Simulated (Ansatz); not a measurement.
# C2H7GaS: how energies converge with the basis set

How large a basis does C2H7GaS need? Two functionals are run in growing sets.

The runs use Ansatz 0.2.0, Gaussian basis; one geometry, several basis sets.

The runs, in order: PBE0-D4/def2-SVP; ωB97M-V/def2-SVP; PBE0-D4/def2-QZVPP; ωB97M-V/def2-QZVPP; the functionals' def2-TZVPP values are taken from earlier runs.

### Step 1. The geometry

All runs share one geometry, relaxed beforehand with PBE0-D4 in a triple-zeta def2 set.

11 atoms, charge 0, spin multiplicity 1.

Atoms are counted from 1 here; the program's logs count them from 0.

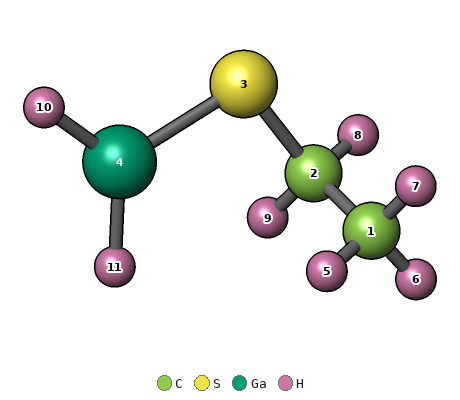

The structure; carbon green, sulfur yellow, gallium teal, hydrogen pink; atoms are numbered from 1 in the order of the file.

As a file:

| atom | x (Å) | y (Å) | z (Å) |
| --- | --- | --- | --- |
| C1 | -0.74693 | 1.22746 | 0.53037 |
| C2 | -0.12767 | -0.06160 | 1.02574 |
| S3 | 1.53183 | -0.37258 | 0.32667 |
| Ga4 | 1.06376 | -1.31640 | -1.58804 |
| H5 | -0.93471 | 1.18252 | -0.54489 |
| H6 | -1.70089 | 1.41110 | 1.03353 |
| H7 | -0.08872 | 2.07732 | 0.72071 |
| H8 | 0.02080 | -0.03049 | 2.10717 |
| H9 | -0.77129 | -0.91580 | 0.81106 |
| H10 | 2.26924 | -1.68792 | -2.50515 |
| H11 | -0.45012 | -1.57051 | -1.89647 |

### Step 2. PBE0-D4 in def2-SVP

File in.yaml:

```yaml
crystal:
  periodic: [false, false, false]
  atoms:
    - {symbol: C, position_ang: [-0.746928, 1.227464, 0.530372]}
    - {symbol: C, position_ang: [-0.127665, -0.061602, 1.025744]}
    - {symbol: S, position_ang: [1.531827, -0.372576, 0.326670]}
    - {symbol: Ga, position_ang: [1.063757, -1.316403, -1.588037]}
    - {symbol: H, position_ang: [-0.934707, 1.182518, -0.544892]}
    - {symbol: H, position_ang: [-1.700887, 1.411098, 1.033526]}
    - {symbol: H, position_ang: [-0.088717, 2.077324, 0.720710]}
    - {symbol: H, position_ang: [0.020800, -0.030494, 2.107170]}
    - {symbol: H, position_ang: [-0.771294, -0.915805, 0.811056]}
    - {symbol: H, position_ang: [2.269237, -1.687918, -2.505153]}
    - {symbol: H, position_ang: [-0.450123, -1.570505, -1.896466]}
basis:
  gaussian: {orbitals: def2-SVP}
hamiltonian: {xc: pbe0, dispersion: d4}
output: {orbitals: {seedname: orbitals}}
```

The run is started by

```bash
$ ansatz run in.yaml --threads 4 --pin off --events-out ev --progress --plain --max-ram 10444MiB
```

Output:

```text
Functional definition: PBE0
  name "PBE0"
  cite "Adamo & Barone, J. Chem. Phys. 110, 6158 (1999) doi:10.1063/1.478522"
  cite "Perdew, Burke & Ernzerhof, Phys. Rev. Lett. 77, 3865 (1996) doi:10.1103/PhysRevLett.77.3865"
  parent pbe
  parameter a = 0.25
  parameter kappa = 0.804
  parameter beta = 0.06672455060314922
  exchange = (1 - a)*pbe_x(kappa = kappa, mu = beta*pi^2/3) + a*exact_x
  correlation = pbe_c(beta = beta)
1135 factors; integrals over basis functions are off by at most 1.6e-3 eV
mean field evaluation 1: about -65372.2850 eV, gradient 4.6e1 eV
mean field evaluation 2: about -65369.6053 eV, gradient 5.6e1 eV
mean field evaluation 4: about -65377.1040 eV, gradient 2.1e0 eV
mean field evaluation 8: about -65377.2026 eV, gradient 1.6e-1 eV
mean field evaluation 16: about -65377.2026 eV, gradient 3.6e-5 eV
mean field -65377.20262482 eV, -2402.5678822024 hartree, gradient 3.6e-5 eV, S^2 0.000000; 0 other end points of the search recorded, 0 dependent functions left out
reference -65377.20265588 eV, -2402.5678833439 hartree; 33, 33 occupied and 80, 80 virtual orbitals, 1135 factors
Total energy: -65377.41471004 eV, -2402.5756761906 hartree
```

Wall time 1 s (4 threads of Intel Xeon Platinum 8488C, shared host).

### Step 3. ωB97M-V in def2-SVP

Edit in.yaml of step 2 so:

```diff
@@ -16,3 +16,3 @@
   gaussian: {orbitals: def2-SVP}
-hamiltonian: {xc: pbe0, dispersion: d4}
+hamiltonian: {xc: {name: wB97M-V}}
 output: {orbitals: {seedname: orbitals}}
```

The command is unchanged.

Output, cut to the lines that bear on the results:

```text
Functional definition: wB97M-V
  name "wB97M-V"
  cite "Mardirossian & Head-Gordon, J. Chem. Phys. 144, 214110 (2016) doi:10.1063/1.4952647"
  cite "Becke, J. Chem. Phys. 107, 8554 (1997) doi:10.1063/1.475007"
  cite "Vydrov & Van Voorhis, J. Chem. Phys. 133, 244103 (2010) doi:10.1063/1.3521275"
  # Of w^i u^j: cxij and so on, Table III.
[...]
  gx(w, u) = 1 - cx + cx01*u + cx10*w
  gss(w, u) = css00 + css04*u^4 + css10*w + css20*w^2 + css43*w^4*u^3
  gos(w, u) = cos00 + cos10*w + (cos20 + cos21*u)*w^2 + (cos60 + cos61*u)*w^6
[...]
      + integral(e_c_pw_mod_opposite_spin*gos(b97_w_opposite, b97_u_opposite)) + vv10(b, c)
1135 factors; integrals over basis functions are off by at most 1.6e-3 eV
330 factors; integrals over basis functions are off by at most 7.7e-6 eV
[...]
mean field -65385.52487413 eV, -2402.8737192235 hartree, gradient 7.5e-5 eV, S^2 0.000000; 0 other end points of the search recorded, 0 dependent functions left out
reference -65385.52492353 eV, -2402.8737210392 hartree; 33, 33 occupied and 80, 80 virtual orbitals, 1135 factors
Total energy: -65385.52492353 eV, -2402.8737210392 hartree
```

Wall time 3.2 s (4 threads of Intel Xeon Platinum 8488C, shared host).

### Step 4. PBE0-D4 in def2-QZVPP

Edit in.yaml of step 3 so:

```diff
@@ -15,4 +15,4 @@
 basis:
-  gaussian: {orbitals: def2-SVP}
-hamiltonian: {xc: {name: wB97M-V}}
+  gaussian: {orbitals: "def2-QZVPP.json"}
+hamiltonian: {xc: pbe0, dispersion: d4}
 output: {orbitals: {seedname: orbitals}}
```

Launched as before.

Output:

```text
Functional definition: PBE0
  name "PBE0"
  cite "Adamo & Barone, J. Chem. Phys. 110, 6158 (1999) doi:10.1063/1.478522"
  cite "Perdew, Burke & Ernzerhof, Phys. Rev. Lett. 77, 3865 (1996) doi:10.1103/PhysRevLett.77.3865"
  parent pbe
  parameter a = 0.25
  parameter kappa = 0.804
  parameter beta = 0.06672455060314922
  exchange = (1 - a)*pbe_x(kappa = kappa, mu = beta*pi^2/3) + a*exact_x
  correlation = pbe_c(beta = beta)
1744 factors; their error is unknown
mean field evaluation 1: about -65383.7062 eV, gradient 6.0e1 eV
mean field evaluation 2: about -65376.4172 eV, gradient 8.1e1 eV
mean field evaluation 4: about -65391.5089 eV, gradient 4.5e0 eV
mean field evaluation 8: about -65391.7047 eV, gradient 5.5e-1 eV
mean field evaluation 16: about -65391.7048 eV, gradient 5.1e-5 eV
mean field -65391.70480543 eV, -2403.1008275100 hartree, gradient 5.1e-5 eV, S^2 0.000000; 0 other end points of the search recorded, 0 dependent functions left out
reference -65391.70484963 eV, -2403.1008291342 hartree; 33, 33 occupied and 450, 450 virtual orbitals, 1744 factors
Total energy: -65391.91690379 eV, -2403.1086219809 hartree
```

It took 7.5 s on 4 threads of Intel Xeon Platinum 8488C, shared host; peak memory 2 GiB.

### Step 5. ωB97M-V in def2-QZVPP

Edit in.yaml of step 4 so:

```diff
@@ -16,3 +16,3 @@
   gaussian: {orbitals: "def2-QZVPP.json"}
-hamiltonian: {xc: pbe0, dispersion: d4}
+hamiltonian: {xc: {name: wB97M-V}}
 output: {orbitals: {seedname: orbitals}}
```

Same command.

Output, cut to the lines that bear on the results:

```text
Functional definition: wB97M-V
  name "wB97M-V"
  cite "Mardirossian & Head-Gordon, J. Chem. Phys. 144, 214110 (2016) doi:10.1063/1.4952647"
  cite "Becke, J. Chem. Phys. 107, 8554 (1997) doi:10.1063/1.475007"
  cite "Vydrov & Van Voorhis, J. Chem. Phys. 133, 244103 (2010) doi:10.1063/1.3521275"
  # Of w^i u^j: cxij and so on, Table III.
[...]
  gx(w, u) = 1 - cx + cx01*u + cx10*w
  gss(w, u) = css00 + css04*u^4 + css10*w + css20*w^2 + css43*w^4*u^3
  gos(w, u) = cos00 + cos10*w + (cos20 + cos21*u)*w^2 + (cos60 + cos61*u)*w^6
[...]
      + integral(e_c_pw_mod_opposite_spin*gos(b97_w_opposite, b97_u_opposite)) + vv10(b, c)
1711 factors; their error is unknown
391 factors; integrals over basis functions are off by at most 7.0e-6 eV
[...]
mean field -65400.10247818 eV, -2403.4094362915 hartree, gradient 3.5e-5 eV, S^2 0.000000; 0 other end points of the search recorded, 0 dependent functions left out
reference -65400.10254811 eV, -2403.4094388614 hartree; 33, 33 occupied and 450, 450 virtual orbitals, 1711 factors
Total energy: -65400.10254811 eV, -2403.4094388614 hartree
```

It took 15 s on 4 threads of Intel Xeon Platinum 8488C, shared host; peak memory 2.4 GiB.

### Step 6. Density functionals: the series

The def2-TZVPP values come from earlier runs at the same geometry.

| functional | basis | functions | energy (eV) | from the largest (eV) | HOMO (eV) | LUMO (eV) |
| --- | --- | --- | --- | --- | --- | --- |
| PBE0-D4 | def2-SVP | 113 | -65377.4147 | 14.502 | -7.07 | -1.30 |
| PBE0-D4 | def2-TZVPP | 250 | -65390.2718 | 1.645 | -7.11 | -1.37 |
| PBE0-D4 | def2-QZVPP | 483 | -65391.9169 | 0.000 | -7.12 | -1.42 |
| ωB97M-V | def2-SVP | 113 | -65385.5249 | 14.578 | -9.18 | 0.44 |
| ωB97M-V | def2-TZVPP | 250 | -65398.5049 | 1.598 | -9.27 | 0.31 |
| ωB97M-V | def2-QZVPP | 483 | -65400.1025 | 0.000 | -9.28 | 0.14 |

### Step 7. What came out

| quantity | value |
| --- | --- |
| PBE0-D4: double and triple zeta above quadruple | 14.50, 1.65 eV |
| ωB97M-V: double and triple zeta above quadruple | 14.58, 1.60 eV |

**Reading.** PBE0-D4 gains 12.86 eV from double to triple zeta, then 1.65 eV more. Total energies overstate the basis error of differences, where much of it tends to cancel.

For PBE0-D4 the largest set took about 8 times as long as the smallest (7.5 s against 1 s).
